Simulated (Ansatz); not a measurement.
# Ba2C (model cell, started as cuprite): a soft mode frozen in

Aim: this structure of Ba2C (model cell, started as cuprite) is to be tested for unstable modes, and one is followed downhill.

Calculated with Ansatz 0.2.0; DFT PBEsol, scalar-relativistic, plane waves, PAW.

The structure was built from a prototype and need not be the compound's stable phase.

## Step 1: Set-up

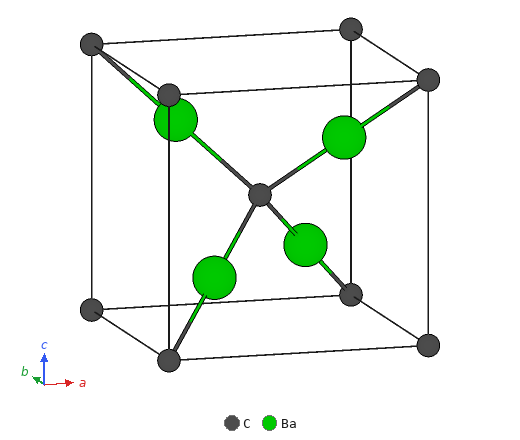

The cell as given, slightly off an axis (carbon dark grey, barium green). Bonds to atoms that aren't drawn are left out. Some periodic images of atoms are drawn too.

## Step 2: The dispersion

The cell comes from relaxations at this level that are not shown. Stability and thermal properties need the whole zone. Linear response on a 2×2×2 q mesh gives force constants as far as a supercell of that size would.

input.yaml

```yaml
crystal:
  lattice:
    - [6.1820686643, 0.0, 0.0]
    - [0.0, 6.1820686643, 0.0]
    - [0.0, 0.0, 6.1820686643]
  atoms:
    - { symbol: C, position: [0.0, 0.0, 0.0] }
    - { symbol: C, position: [0.5, 0.5, 0.5] }
    - { symbol: Ba, position: [0.25, 0.25, 0.25] }
    - { symbol: Ba, position: [0.75, 0.75, 0.25] }
    - { symbol: Ba, position: [0.75, 0.25, 0.75] }
    - { symbol: Ba, position: [0.25, 0.75, 0.75] }
kpoints:
  mp_grid: { grid: [6, 6, 6] }
hamiltonian:
  xc: pbesol
scf:
  occupations: { method: methfessel_paxton, width: 0.2 }
output:
  eigenvalues: true
phonons:
  method: dfpt
  qmesh: [2, 2, 2]
  temperatures: { t_max: 1000, t_step: 50 }
  qpath:
    path:
      - [[0.0, 0.0, 0.0], [0.0, 0.5, 0.0], [0.5, 0.5, 0.0], [0.0, 0.0, 0.0], [0.5, 0.5, 0.5], [0.0, 0.5, 0.0]]
      - [[0.5, 0.5, 0.5], [0.5, 0.5, 0.0]]
    npoints: 10
```

Run with:

```sh
$ ansatz run input.yaml --threads 8 --pin off --max-ram 14336MiB --backend cpu --events-out ev --progress --plain --runs-dir out
```

Numbers of over 12 decimals in the logs are rounded to 6 here.

The log of the run:

```text
Warning: phonons: the dynamical matrix that this run interpolates holds no multipole term above the dipole-dipole one, and a site of this crystal is no centre of inversion, so its interpolated transverse optical and acoustic branches and sound speeds can stay off near Gamma, and the density of states and the thermodynamics with them. What a run solves at a wave vector of phonons.qpoints, Gamma apart, where the deck admits one, is free of this, and under fd what a larger phonons.supercell samples
Engine: ansatz 0.2.0, aarch64-unknown-linux-gnu
Pseudopotentials: kind: paw
Pseudopotential: C, paw, valence charge 4, recommended cutoff 420 eV (normal), C.paw.azcp
Pseudopotential: Ba, paw, valence charge 10, recommended cutoff 420 eV (normal), Ba.paw.azcp
Functional definition: PBEsol
  exchange = pbesol_x
  correlation = pbesol_c
Crystal: 6 atoms, lattice volume = 236.266 Å³
Basis set: ecut = 420 eV, 4625 PW (Γ), exchange–correlation on 96×96×96 points (8 copies of the dense FFT grid, shifted against one another)
Bands: 30, of which v1, the nominal top of the filled ones, is band 24 counted from 1 (23 counted from 0)
Symmetry: 48 space group operations
k-points: 20 of 216
Non-local potential: C, projectors of the file, l = 0: 2, l = 1: 2, l = 2: 1
Non-local potential: Ba, projectors of the file, l = 0: 3, l = 1: 2, l = 2: 2, l = 3: 2
PAW form: soft (Blöchl's): semilocal exchange-correlation on the pseudo side does not see the compensation charge
PAW frozen core: C, regenerated for the run's functional, and the local potential with it (the file was generated under x = pbe(κ = 0.804, μ = 0.219515), c = pbe(β = 0.066725))
PAW frozen core: Ba, regenerated for the run's functional, and the local potential with it (the file was generated under x = pbe(κ = 0.804, μ = 0.219515), c = pbe(β = 0.066725))
PAW one-centre angular grid: C, 110 points (default); XC on 64 Gauss nodes
PAW one-centre angular grid: Ba, 194 points (default); XC on 64 Gauss nodes
Initial density: superposition of atomic densities (neutral atoms: chi_scale 0, normalization atom), corrected by the library's trained network
Initial wavefunctions: pseudopotential atomic-orbital guess
Functional: x = pbesol(κ = 0.804, μ = 0.123457), c = pbesol(β = 0.046)
SCF iter   1: F=—  HF=-23937.978470 eV  |F-HF|=—  |Δ(HF+E_count)|=         —  Δρ=5.68e-3  dr2=1.39e-1  ethr=1.77e-3  ⟨swp⟩=10.9  Hψ=7486  notcnv=0
automatic band count: the SCF goes on with 36 bands, as 30 were too few: they end inside the smearing window of the response
preconditioner: auto → Kerker (q_TF=auto, 2.092 Å⁻¹)  [metal: Δε(μ)=0.007 eV  Ē_g=10.770 eV  σ=0.200 eV  W_gap=0.03  n_scr=32 (ndim 8)  ℏωp=15.3 eV  f_vac=0.000  D(μ)=13.34/eV (n_scr^D=122)]
SCF iter   2: F=—  HF=-23937.962100 eV  |F-HF|=—  |Δ(HF+E_count)|=   1.64e-2  S|Δr|=    0.00e0  Δρ=2.52e-3  dr2=2.45e-2  ethr=2.89e-4  ⟨swp⟩=1.0  Hψ=880  notcnv=0
SCF iter   3: F=—  HF=-23937.959261 eV  |F-HF|=—  |Δ(HF+E_count)|=   2.84e-3  S|Δr|=    0.00e0  Δρ=5.28e-4  dr2=1.62e-3  ethr=5.11e-5  ⟨swp⟩=2.0  Hψ=768  notcnv=0
SCF iter   4: F=—  HF=-23937.959175 eV  |F-HF|=—  |Δ(HF+E_count)|=   8.58e-5  S|Δr|=    0.00e0  Δρ=2.14e-4  dr2=1.90e-4  ethr=3.38e-6  ⟨swp⟩=2.0  Hψ=1118  notcnv=0
SCF iter   5: F=—  HF=-23937.959170 eV  |F-HF|=—  |Δ(HF+E_count)|=   5.22e-6  S|Δr|=    0.00e0  Δρ=8.07e-5  dr2=1.84e-5  ethr=3.95e-7  ⟨swp⟩=1.2  Hψ=658  notcnv=0
SCF iter   6: F=—  HF=-23937.959174 eV  |F-HF|=—  |Δ(HF+E_count)|=   4.80e-6  S|Δr|=    0.00e0  Δρ=1.31e-5  dr2=5.37e-7  ethr=3.84e-8  ⟨swp⟩=3.0  Hψ=1207  notcnv=0
SCF iter   7: F=—  HF=-23937.959125 eV  |F-HF|=—  |Δ(HF+E_count)|=   4.97e-5  S|Δr|=    0.00e0  Δρ=4.40e-6  dr2=4.42e-8  ethr=1.12e-9  ⟨swp⟩=2.7  Hψ=830  notcnv=0
SCF iter   8: F=—  HF=-23937.959125 eV  |F-HF|=—  |Δ(HF+E_count)|=   1.79e-8  S|Δr|=    0.00e0  Δρ=1.40e-6  dr2=1.09e-8  ethr=9.21e-11  ⟨swp⟩=3.0  Hψ=1224  notcnv=0
SCF iter   9: F=—  HF=-23937.959125 eV  |F-HF|=—  |Δ(HF+E_count)|=  6.55e-10  S|Δr|=    0.00e0  Δρ=1.93e-7  dr2=1.98e-10  ethr=2.27e-11  ⟨swp⟩=1.5  Hψ=667  notcnv=0
SCF iter  10: F=-23937.959125 eV  HF=-23937.959125 eV  |F-HF|=1.46e-11  |Δ(HF+E_count)|=  2.55e-11  S|Δr|=    0.00e0  Δρ=3.13e-8  dr2=2.75e-12  ethr=1.00e-12  ⟨swp⟩=11.2  Hψ=4324  notcnv=0
SCF 1 converged in 10 iterations: F = -23937.959125 eV  dr2 = 2.75e-12
  greatest PAW one-centre occupation: 0.957 electrons in one spin orbital (limit 2), on the Ba atom at site 5 (counted from 0), in its partial waves of l = 0
Initial density: read from a saved state, or passed on in memory by an earlier SCF of this step, an earlier step, the calling program or the single point that the run made first
iter 1 solved again at ethr=2.99e-7 eV; its pass at ethr=3.10e-3 eV (dr2=1.43e-4 eV) is discarded
SCF iter   1: F=—  HF=-23937.959172 eV  |F-HF|=—  |Δ(HF+E_count)|=         —  Δρ=6.54e-7  dr2=1.32e-9  ethr=2.99e-7  ⟨swp⟩=3.9  Hψ=5026  notcnv=0
eigensolver tolerance schedule: the retry pair's looser diagonalisation over-reported the residual by 108745.05 of it (diagonalisation noise at an unbounded share of the residual, at the tolerance the schedule requests for it); recorded, not acted on — ethr = c·dr2/N_el stays at c = 1.0e-1
preconditioner: auto → Kerker (q_TF=auto, 2.092 Å⁻¹)  [metal: Δε(μ)=0.006 eV  Ē_g=9.815 eV  σ=0.200 eV  W_gap=0.02  n_scr=32 (ndim 8)  ℏωp=15.3 eV  f_vac=0.000  D(μ)=12.95/eV (n_scr^D=122)]
SCF iter   2: F=—  HF=-23937.959125 eV  |F-HF|=—  |Δ(HF+E_count)|=   4.75e-5  S|Δr|=    0.00e0  Δρ=4.54e-7  dr2=8.78e-10  ethr=2.75e-12  ⟨swp⟩=4.1  Hψ=1800  notcnv=0
SCF iter   3: F=—  HF=-23937.959125 eV  |F-HF|=—  |Δ(HF+E_count)|=  6.55e-11  S|Δr|=    0.00e0  Δρ=2.63e-7  dr2=2.64e-10  ethr=1.83e-12  ⟨swp⟩=1.0  Hψ=600  notcnv=0
SCF iter   4: F=—  HF=-23937.959125 eV  |F-HF|=—  |Δ(HF+E_count)|=  3.27e-11  S|Δr|=    0.00e0  Δρ=1.11e-7  dr2=3.58e-11  ethr=1.00e-12  ⟨swp⟩=1.0  Hψ=600  notcnv=0
SCF iter   5: F=-23937.959125 eV  HF=-23937.959125 eV  |F-HF|=7.28e-12  |Δ(HF+E_count)|=    0.00e0  S|Δr|=    0.00e0  Δρ=3.70e-8  dr2=3.26e-12  ethr=1.00e-12  ⟨swp⟩=1.9  Hψ=1565  notcnv=0
SCF 2 converged in 5 iterations: F = -23937.959125 eV  dr2 = 3.26e-12
phonons: the bands overlap, so this run is a metal and interpolates without the dipole-dipole term. If the crystal is really an insulator or semiconductor, its LO-TO splitting is missing
NSCF: frozen V_eff on 20 k-points
NSCF: frozen V_eff on 68 k-points
DFPT response loops at q = (0, 0, 0) (fractional): preconditioner auto → Kerker (q_TF=auto, 2.092 Å⁻¹) (partly filled bands, converged f_vac=0.000); β = 1.00, the filter's whole step (`scf.mixing.beta` (0.50) is not read by the response loops under this deck's `scf.mixing.preconditioner`; to damp them name `kerker` or `kerker_dos`, under which they read `scf.mixing.beta`, and type it under 1.00, their step now; both keys bind the ground state too); Broyden in place of MSR1
NSCF: frozen V_eff on 224 k-points
DFPT response loops at q = (0, 0, -0.5) (fractional): mixed as the last ones told, above
NSCF: frozen V_eff on 224 k-points
DFPT response loops at q = (0, -0.5, -0.5) (fractional): mixed as the last ones told, above
NSCF: frozen V_eff on 136 k-points
DFPT response loops at q = (-0.5, -0.5, -0.5) (fractional): mixed as the last ones told, above
SCF converged after 10 iterations
Stability not checked: this state was not tested for a lower state beside it, because cold or Methfessel-Paxton smearing, or corrected tetrahedra, fill the levels in a way that the test cannot read (fill_not_monotonic; see scf.lower_state_search)
Free energy (F): -23937.959125 eV
Harris-Foulkes:  -23937.959125 eV  (|F-HF|=1.46e-11)
Internal energy: -23937.932134 eV  (E = F + TS)
E sigma→0 (E₀):  -23937.952377 eV
Entropy (-TS):   -0.026991 eV (-4.498 meV/atom)
Fermi energy:    6.397617 eV
--- Per-component energies (eV) ---
  E_band       = -270.628241
  E_kinetic    = 836.480005
  E_local      = -1688.633025  (includes V_loc(G=0)·N_el)
  E_nonlocal   = 290.317506
  E_hartree    = 551.210605
  E_xc         = -756.519803
  E_vxc        = -652.852137  (∫ρ·V_xc dr)
  E_paw        = -20750.507225  (= ΣΔE_a)
  E_vpaw       = -158.361850  (= ΣTr[D̂ρ^β])
  E_aug_tail   = -0.000000  (compensation charges beyond the density's cutoff)
  E_ewald      = -2420.928129
  E_core_change = 0.647934  (= ΣΔE_core)
  E_smearing   = -0.026991  (= −TS)
  E_closure    = -0.000000  (closes the sum)
  Σ components = -23937.959125   (vs F -23937.959125, Δ=0.00e0)
--- Band table (eV; the first three rows and the last of 20) ---
  k-point 0: bands = [... 20 lower, 4.5462, 4.6611, 6.5955, 6.5955, 7.0953, 7.0953, 7.0953, 7.1427, ... 8 higher]
  k-point 1: bands = [... 20 lower, 4.6886, 4.8070, 6.5522, 6.6869, 6.6869, 6.7186, 7.1075, 7.1606, ... 8 higher]
  k-point 2: bands = [... 20 lower, 5.0424, 5.1729, 6.1830, 6.1830, 6.3936, 6.8606, 7.0724, 7.4045, ... 8 higher]
  k-point 19: bands = [... 20 lower, 4.8288, 6.2777, 6.2777, 6.2777, 6.6730, 6.6730, 6.6730, 8.5298, ... 8 higher]
--- Phonons (Γ-DFPT): 2 representative perturbations + reference (Σ response iterations 7) ---
  ASR residual: 3.020e-5 → 0.000e0 eV/Å²; symmetrization residual: 3.317e-7 eV/Å²
  ASR residual per site (eV/Å²): 3.02e-5 3.02e-5 4.21e-6 4.21e-6 4.21e-6 4.21e-6
  Γ frequencies (cm⁻¹): -114.31 -114.31 -114.31 0.00 0.00 0.00 33.31 33.31 33.31 52.65 52.65 111.27 146.25 146.25 146.25 202.79 202.79 202.79
--- Phonons (arbitrary-q DFPT): 4 irreducible q on the 2×2×2 mesh ---
  q = [0.0000, 0.0000, 0.0000] (star 1, of the zone-centre solve; hermiticity 3.71e-7, symmetrization 5.33e-13): -114.31 -114.31 -114.31 -0.00 0.00 0.00 33.31 33.31 33.31 52.65 52.65 111.27 146.25 146.25 146.25 202.79 202.79 202.79
  q = [0.0000, 0.0000, -0.5000] (star 3, 4 solved perturbations in 284 linear systems a pass and spin channel, the states on 112 of 216 k-point pairs; hermiticity 7.98e-7, symmetrization 1.50e-13): -131.72 -131.72 -117.75 -117.75 -18.38 -18.38 31.90 31.90 31.91 31.91 42.09 42.09 63.72 63.72 115.58 115.58 233.29 233.29
  q = [0.0000, -0.5000, -0.5000] (star 3, 4 solved perturbations in 284 linear systems a pass and spin channel, the states on 112 of 216 k-point pairs; hermiticity 2.02e-7, symmetrization 1.01e-13): -75.58 -75.58 -58.03 -58.03 -47.05 -47.05 21.84 21.84 50.97 50.97 52.86 52.86 76.07 76.07 141.86 141.86 209.09 209.09
  q = [-0.5000, -0.5000, -0.5000] (star 1, 2 solved perturbations in 108 linear systems a pass and spin channel, the states on 68 of 216 k-point pairs; hermiticity 1.84e-7, symmetrization 4.46e-13): -78.39 -78.39 -78.39 -70.52 -70.52 -26.50 -26.50 -26.50 64.89 64.89 64.89 85.15 85.15 85.15 113.96 206.13 206.13 206.13
  sum rule: each row above includes the acoustic sum rule's correction from the zone centre's row sums; it moved no ω² by more than (0.83 cm⁻¹)²
  mesh force constants: q→R imaginary residual 3.45e-17; ASR residual 3.020e-5 → 0.000e0 eV/Å²; symmetrization residual 2.665e-15 eV/Å²
  interpolated dispersion: 62 rows × 18 modes
  density of states and harmonic sums: on the 10×10×10 q-mesh, interpolated from the force constants of a 2×2×2 supercell (no non-analytic term)
  largest difference from the sums on the solved wave vectors: F 1.74e-2 eV, S 2.20e-5 and C_V 3.07e-6 eV/K
  zero-point energy: 0.068994 eV/cell   skipped modes (ω ≤ 0): 347, of them read as no rigid motion or as one in doubt: 344 (6.283e0 modes/cell left out, lowest -131.72 cm⁻¹)   left out of the sums: 3.49e-1 of the cell's modes: C_V's classical limit lies that fraction below 3 k_B per atom; for a crystal, a wire or a layer, F and S can be off by more, and a phonons.interpolated_qmesh denser along its periods is the remedy for the sampling
```

Wall time 2 min (8 threads of Arm Neoverse V2, shared host); peak memory 2.8 GiB; 15 min of CPU time.

In the SCF lines HF is the Harris–Foulkes energy and dr2 the Hartree energy of the density residual, in eV; the loop may stop once dr2 is under the threshold and the program's other checks hold. Hψ counts applications of the Hamiltonian.

Numbers from this step:

```
volume per atom                                         : 39.38 Å³
gap on the k-mesh                                       : 0 eV
sum-rule residual before enforcement                    : 3.02e-5 eV/Å²
lowest frequency on the path                            : -131.7 cm⁻¹
point group                                             : m-3m
highest frequency on the path or at a solved wavevector : 233.3 cm⁻¹
highest optical mode at the zone centre (no LO-TO term) : 202.8 cm⁻¹
lowest optical zone-centre mode                         : -114.3 cm⁻¹
lowest mode on the q mesh (acoustic modes at Γ apart)   : -131.7 cm⁻¹
```

Frequencies (cm⁻¹) solved at each irreducible wavevector; negative means imaginary. Frequencies by wavevector, by row:

| q in reciprocal lattice units | star | mode 1 | mode 2 | mode 3 | mode 4 | mode 16 | mode 17 | mode 18 |
| --- | --- | --- | --- | --- | --- | --- | --- | --- |
| 0 0 0 | 1 | -114.3 | -114.3 | -114.3 | 0 | 202.8 | 202.8 | 202.8 |
| 0 0 -0.5 | 3 | -131.7 | -131.7 | -117.8 | -117.8 | 115.6 | 233.3 | 233.3 |
| 0 -0.5 -0.5 | 3 | -75.6 | -75.6 | -58 | -58 | 141.9 | 209.1 | 209.1 |
| -0.5 -0.5 -0.5 | 1 | -78.4 | -78.4 | -78.4 | -70.5 | 206.1 | 206.1 | 206.1 |

Interpolated from a 2×2×2 q mesh. The phonon branches at the labelled points (cm⁻¹):

| point | branch 1 | branch 2 | branch 3 | branch 4 | branch 15 | branch 16 | branch 17 | branch 18 |
| --- | --- | --- | --- | --- | --- | --- | --- | --- |
| Γ | -114 | -114 | -114 | 0 | 146 | 203 | 203 | 203 |
| X | -132 | -132 | -118 | -118 | 116 | 116 | 233 | 233 |
| M | -76 | -76 | -58 | -58 | 142 | 142 | 209 | 209 |
| Γ | -114 | -114 | -114 | 0 | 146 | 203 | 203 | 203 |
| R | -78 | -78 | -78 | -70 | 114 | 206 | 206 | 206 |
| X | -132 | -132 | -118 | -118 | 116 | 116 | 233 | 233 |
| jump to R | -78 | -78 | -78 | -70 | 114 | 206 | 206 | 206 |
| M | -76 | -76 | -58 | -58 | 142 | 142 | 209 | 209 |

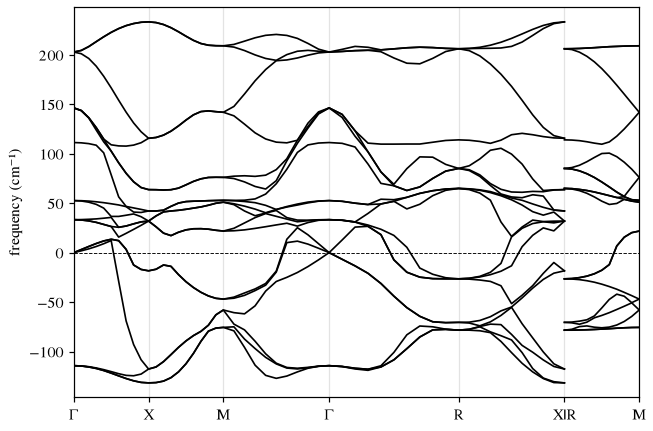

Phonon branches along the path.

Symmetry leaves 4 wavevectors to solve. The lowest mode among them, the acoustic zeros apart, lies at q = (0, 0, -0.5) and is imaginary, 131.7i cm⁻¹, so the energy falls along it.

## Step 3: The mode frozen in, largest atomic shift 0 Å

The mode followed lies at q = (0, 0, -0.5) with frequency 131.7i cm⁻¹ and is 2-fold degenerate, the softest among the wavevectors solved. At small amplitude the distorted cell has space group no. 95 by a symmetry search on the positions. The undistorted cell that holds it gives the zero of energy on the same k mesh.

System of this step: Ba2C (model cell, started as cuprite). It takes space group Pn-3m (No. 224, cubic). Conventional cell: a = 6.182 Å, b = 6.182 Å, c = 6.182 Å, α = 90.00°, β = 90.00°, γ = 90.00°. Nearest to C lie 4 Ba at 2.68 Å. Nearest to Ba lie 2 C at 2.68 Å. Farther neighbours are not listed.

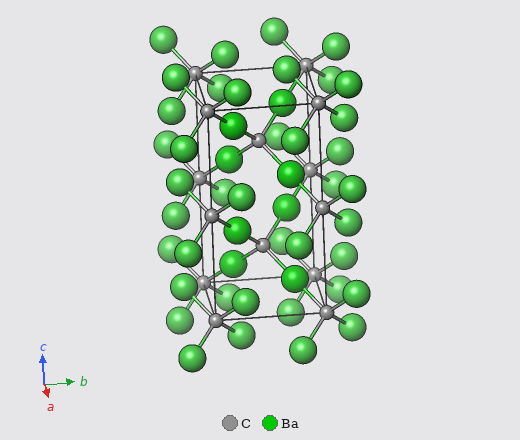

The cell of this step (carbon grey, barium green). Some periodic images of atoms are drawn too.

input.yaml

```yaml
crystal:
  lattice:
    - [6.1820686643, 0.0, 0.0]
    - [0.0, 6.1820686643, 0.0]
    - [0.0, 0.0, 12.3641373286]
  atoms:
    - { symbol: C, position: [0.0, 0.0, 0.0] }
    - { symbol: C, position: [0.0, 0.0, 0.5] }
    - { symbol: C, position: [0.5, 0.5, 0.25] }
    - { symbol: C, position: [0.5, 0.5, 0.75] }
    - { symbol: Ba, position: [0.25, 0.25, 0.125] }
    - { symbol: Ba, position: [0.25, 0.25, 0.625] }
    - { symbol: Ba, position: [0.75, 0.75, 0.125] }
    - { symbol: Ba, position: [0.75, 0.75, 0.625] }
    - { symbol: Ba, position: [0.75, 0.25, 0.375] }
    - { symbol: Ba, position: [0.75, 0.25, 0.875] }
    - { symbol: Ba, position: [0.25, 0.75, 0.375] }
    - { symbol: Ba, position: [0.25, 0.75, 0.875] }
kpoints:
  mp_grid: { grid: [6, 6, 4] }
hamiltonian:
  xc: pbesol
scf:
  occupations: { method: methfessel_paxton, width: 0.2 }
output:
  forces: true
  stress: true
  eigenvalues: true
```

The log of the run:

```text
[...]
Crystal: 12 atoms, lattice volume = 472.532 Å³
Basis set: ecut = 420 eV, 9261 PW (Γ), exchange–correlation on 90×90×180 points (8 copies of the dense FFT grid, shifted against one another)
Bands: 60, of which v1, the nominal top of the filled ones, is band 48 counted from 1 (47 counted from 0)
Symmetry: 32 space group operations
[...]
k-points: 30 of 144
[...]
k-point 0: bands = [... 44 lower, 5.7625, 5.7625, 6.4196, 6.4196, 6.5955, 6.5957, 7.0943, 7.0943, ... 8 higher]
  k-point 1: bands = [... 44 lower, 6.0499, 6.0499, 6.3560, 6.5734, 6.6651, 6.7500, 6.8000, 6.8000, ... 8 higher]
  k-point 2: bands = [... 44 lower, 6.4427, 6.4427, 6.4427, 6.4427, 6.4837, 6.4837, 6.8688, 6.8688, ... 8 higher]
  k-point 29: bands = [... 44 lower, 6.3897, 6.3897, 6.4253, 6.4253, 6.4253, 6.4253, 6.5436, 6.5436, ... 8 higher]
[key lines of the parts left out:]
SCF converged after 7 iterations
Free energy (F): -47875.918520 eV
Fermi energy:    6.396407 eV
P = ⅓ Tr σ = 0.0053 GPa (0.053 kbar)
```

Wall time 6 s (8 threads); peak memory 2 GiB.

Numbers from this step:

```
pressure                         : 0.005304 GPa
energy from the undistorted cell : 0 meV/atom
```

The run ends at a pressure of 0.01 GPa.

## Step 4: The mode frozen in, largest atomic shift 0.32 Å

The atoms are moved along the unstable eigenvector, the largest shift by 0.32 Å, with the cell fixed.

input.yaml

```yaml
crystal:
  lattice:
    - [6.1820686643, 0.0, 0.0]
    - [0.0, 6.1820686643, 0.0]
    - [0.0, 0.0, 12.3641373286]
  atoms:
    - { symbol: C, position: [-0.0517626085, 0.0, 0.0] }
    - { symbol: C, position: [0.0517626085, 0.0, 0.5] }
    - { symbol: C, position: [0.5, 0.5517626085, 0.25] }
    - { symbol: C, position: [0.5, 0.4482373915, 0.75] }
    - { symbol: Ba, position: [0.2546597854, 0.2453402146, 0.125] }
    - { symbol: Ba, position: [0.2453402146, 0.2546597854, 0.625] }
    - { symbol: Ba, position: [0.7546597854, 0.7453402146, 0.125] }
    - { symbol: Ba, position: [0.7453402146, 0.7546597854, 0.625] }
    - { symbol: Ba, position: [0.7453402146, 0.2453402146, 0.375] }
    - { symbol: Ba, position: [0.7546597854, 0.2546597854, 0.875] }
    - { symbol: Ba, position: [0.2453402146, 0.7453402146, 0.375] }
    - { symbol: Ba, position: [0.2546597854, 0.7546597854, 0.875] }
kpoints:
  mp_grid: { grid: [6, 6, 4] }
hamiltonian:
  xc: pbesol
scf:
  occupations: { method: methfessel_paxton, width: 0.2 }
output:
  forces: true
  stress: true
  eigenvalues: true
```

The log of the run:

```text
[...]
Crystal: 12 atoms, lattice volume = 472.532 Å³
Basis set: ecut = 420 eV, 9261 PW (Γ), exchange–correlation on 90×90×180 points (8 copies of the dense FFT grid, shifted against one another)
Bands: 60, of which v1, the nominal top of the filled ones, is band 48 counted from 1 (47 counted from 0)
Symmetry: 8 space group operations
[...]
k-point 0: bands = [... 44 lower, 5.5956, 5.6460, 6.4193, 6.4193, 6.6365, 6.6715, 6.8981, 6.8981, ... 8 higher]
  k-point 1: bands = [... 44 lower, 5.7971, 5.9482, 6.4045, 6.4338, 6.6403, 6.7192, 6.7383, 6.8717, ... 8 higher]
  k-point 2: bands = [... 44 lower, 6.1267, 6.1267, 6.2952, 6.2952, 6.6313, 6.6313, 6.8382, 6.8382, ... 8 higher]
  k-point 29: bands = [... 44 lower, 6.2629, 6.2629, 6.3489, 6.3489, 6.5105, 6.5105, 6.5222, 6.5222, ... 8 higher]
[key lines of the parts left out:]
SCF converged after 8 iterations
Free energy (F): -47876.038615 eV
Fermi energy:    6.454288 eV
P = ⅓ Tr σ = -0.3074 GPa (-3.074 kbar)
```

Wall time 9.5 s (8 threads); peak memory 1.6 GiB.

This step gave:

```
pressure                         : -0.3074 GPa
energy from the undistorted cell : -11.78 meV/atom
```

The energy, extrapolated to zero smearing, is -11.78 meV/atom against the undistorted cell.

The run ends at a pressure of -0.31 GPa, with forces up to 0.41 eV/Å.

[end of part 1 of 3]

[Logs are printed without paths, hosts, clocks, repeated set-up lines and the standing remarks that a program may print on its own settings, such as how far it seeks lower states.]

[Hosts, paths, dates, database ids (printed as entryN), source tags and the programs' standing remarks are cut or masked in the printed files.]
